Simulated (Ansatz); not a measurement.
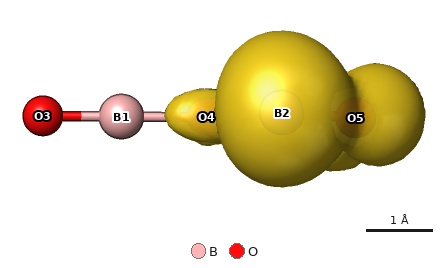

The picture shows: B$_{2}$O$_{3}$ (SMILES O=BOB=O) (triplet). Isosurfaces of the spin density at +0.04 (yellow) and −0.04 e/Å³ (cyan), seen from one side.

Geometry: PBE0-D3(BJ)/def2-SVP.

All numbers below come from Ansatz 0.2.0, isolated molecule in a Gaussian basis; Kohn-Sham density functional theory, functional PBE0.

```xyz
5

B    -0.6745    1.4100   -0.0827
B    -2.7500    0.7200    1.1834
O     0.4036    1.8794   -0.3563
O    -1.8546    0.8851    0.1792
O    -3.8786    0.0390    0.8143
```

Describe the spin distribution.

Answer. The unpaired spin (2 electrons) lies mostly on O5 (about 1.0), B2 (about 0.9) and O4 (about 0.1), in electrons by Hirshfeld's partition.
